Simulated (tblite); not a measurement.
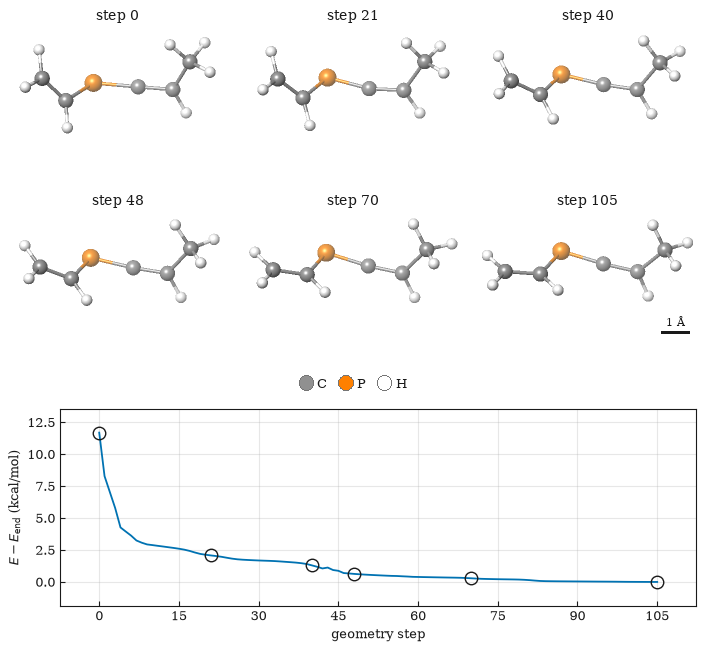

Frames of a relaxation of C5H7P, marked on the history of the run. Style: ball-and-stick. Shown at a tilt.

The calculation used GFN2-xTB geometry optimisation, gas phase (tblite). 

Describe the path.

After 105 geometry steps the energy has fallen by 11.7 kcal/mol. An H atom moves most after the best rigid fit: 1.23 Å. Largest moves by element: H 1.23 Å, P 0.66 Å, C 0.50 Å. Near-neighbour distances that change, for instance: C–P 1.865 → 1.822 Å, C–P 1.681 → 1.642 Å, C–H 1.125 → 1.089 Å, C–C 1.467 → 1.500 Å. Among the angles between lasting bonds that change: C–P–C 112.3° → 98.9°, C–C–H 126.1° → 115.1°, C–C–C 117.9° → 124.9°. Groups turn about C–P by about 60°, C–C by about 20°. From step 0 to 21: an H atom moves most (0.31 Å), energy −9.61 kcal/mol. From step 21 to 40: an H atom moves most (0.41 Å), energy −0.78 kcal/mol. From step 40 to 48: H atoms move most (0.26 Å), energy −0.67 kcal/mol. From step 48 to 70: an H atom moves most (0.37 Å), energy −0.34 kcal/mol. From step 70 to 105: an H atom moves most (0.28 Å), energy −0.29 kcal/mol.
